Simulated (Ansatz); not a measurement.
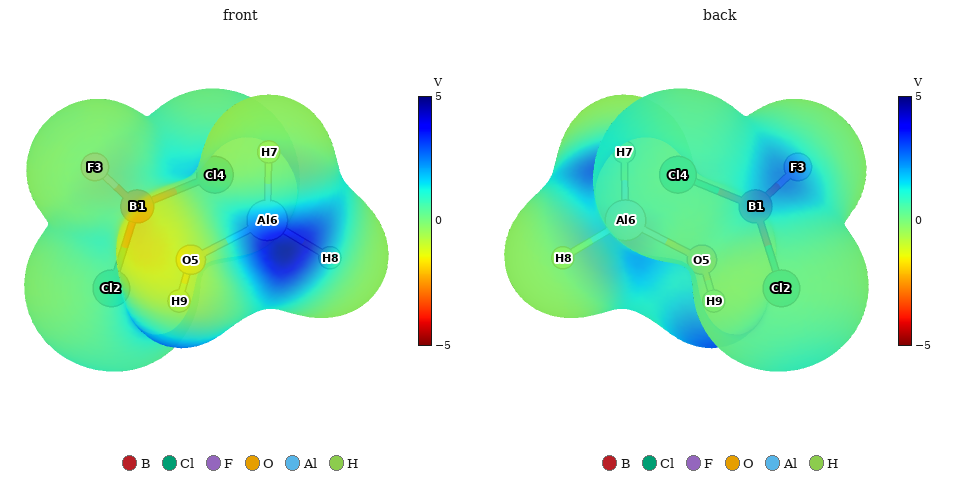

BCl2F···AlH3O. The electrostatic potential painted on the density surface at 0.004 e/bohr³, seen from the front and from behind; the colour scale runs from red (negative) to blue (positive).

Not at a stationary point (largest force 1.2 eV/Å).

These are results of RKS PBE/def2-SVP (Ansatz), not measurements.

| atom | x (Å) | y (Å) | z (Å) |
| --- | --- | --- | --- |
| B | 0.1932 | 0.1290 | 0.0464 |
| Cl | -0.4100 | 0.7784 | 1.6415 |
| F | 1.4833 | 0.0911 | -0.1967 |
| Cl | -0.9708 | -0.1467 | -1.2898 |
| O | -0.1608 | -2.2745 | 0.9664 |
| Al | -1.0308 | -2.9162 | -0.4124 |
| H | -0.0613 | -3.5407 | -1.5080 |
| H | -2.6206 | -3.0737 | -0.3786 |
| H | -0.5738 | -1.7917 | 1.7231 |

Where is the surface potential most negative and most positive?

The most negative region (about −1.6 V) lies over O5, the most positive (about +4.1 V) over Al6. Cl4 shows a σ-hole: about +1.1 V at the tip opposite its bond, against about +0.5 V on its flanks. O5 is the likeliest acceptor of a hydrogen bond.
